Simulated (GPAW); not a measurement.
Two runs for the Fe K edge of atom 2 in GaFe3 (Fm-3m). Run A: GPAW, LDA, excited-electron core hole (neutral cell), 16-atom cell with 5.8 Å between holes, 3×3×3 k points, dipole transitions, Gaussian full width 1.25 eV up to 4 eV, rising linearly to 3.5 eV at 25 eV. Run B has a fault in its input.

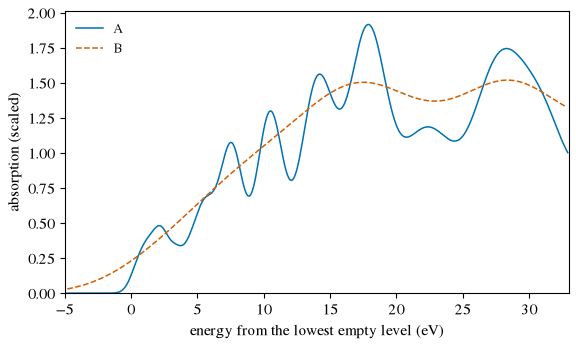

Energy from the lowest empty level; intensity scaled to a mean of 1 over the first 20 eV.

Q: What went wrong in run B?

The broadening is far too large. Against the first run the r.m.s. difference is 17 %. The highest intensity below 24 eV goes from 17.9 eV (1.92) to 17.6 eV (1.50). Other settings could leave a like mark; this is the one that was changed.

[Hosts, paths, dates, database ids (printed as entryN), source tags and the programs' standing remarks are cut or masked in the printed files.]

[Lists of maxima count a maximum above −3 eV only where it reaches 4 % of the highest in the window and stands out from its surroundings by 2 % of it (1.5 % where it reaches 55 %); shoulders and weaker maxima are passed over, and of the rest the first, up to two pre-edge ones and the few strongest are named.]
